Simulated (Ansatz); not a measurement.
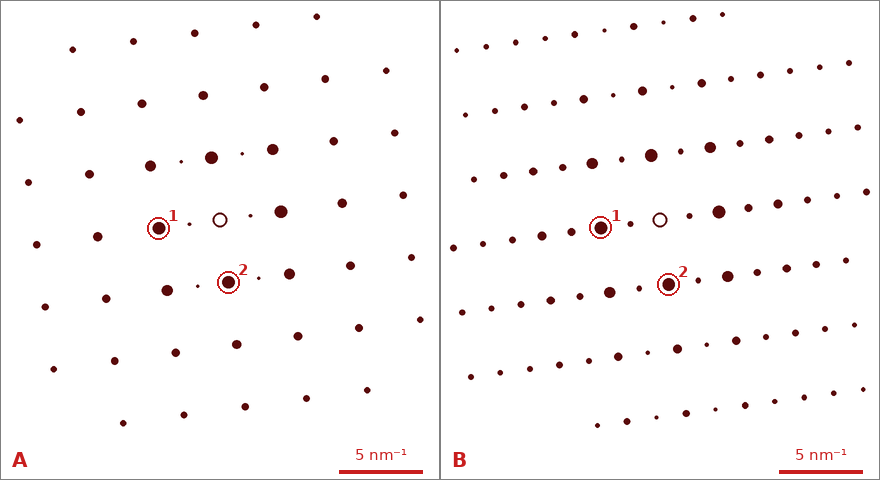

Kinematic electron diffraction patterns (300 kV, B = 0.5 Å², same scale) along [1-10] of the run's own cell, for the start and the end of one relaxation of HPb2 with DFT PBE, scalar-relativistic, plane waves, PAW in Ansatz. k mesh 10×10×4. The start is a generated model structure, and the relaxation ends in the nearest stationary point of its symmetry, not necessarily the ground state. Spot 1 is 0 0 -4 and spot 2 is 1 1 0 in both.

Start structure:

```
H Pb
1.0
     3.71089    0.00000    0.00000
     0.00000    3.71089    0.00000
     0.00000    0.00000   10.70141
H Pb
2 4
Cartesian
  0.0000 0.0000 0.0000
  1.8554 1.8554 5.3507
  0.0000 1.8554 1.3377
  0.0000 1.8554 6.6884
  1.8554 0.0000 4.0130
  1.8554 0.0000 9.3637
```

Q: Which pattern belongs to the start structure, and which to the relaxed one?

A: A is the start: its cell gives d(1) = 2.675 Å, d(2) = 2.624 Å and an angle of 90.0°. B is the relaxed structure, with d(1) = 2.768 Å (+3.5 %), d(2) = 2.534 Å (-3.4 %) and 90.0°.

Q: Name reflections whose intensity changes strongly on relaxation.

A: 0 0 6, 0 0 10, 1 1 -10 come into sight; 0 0 12 goes from 9.4 to 3.6 % of the strongest spot.

Q: What did the relaxation do to the structure and the energy?

A: The volume changed by -3.5 % to 23.70 Å³ an atom; with the mean shift removed, the atoms moved by up to 0.14 Å relative to the cell (Pb most); the space group stayed P4_2/nmc (No. 137); the free energy fell by 24 meV an atom. Relaxed cell: a = 3.583 Å, b = 3.583 Å, c = 11.074 Å, α = 90.00°, β = 90.00°, γ = 90.00°.
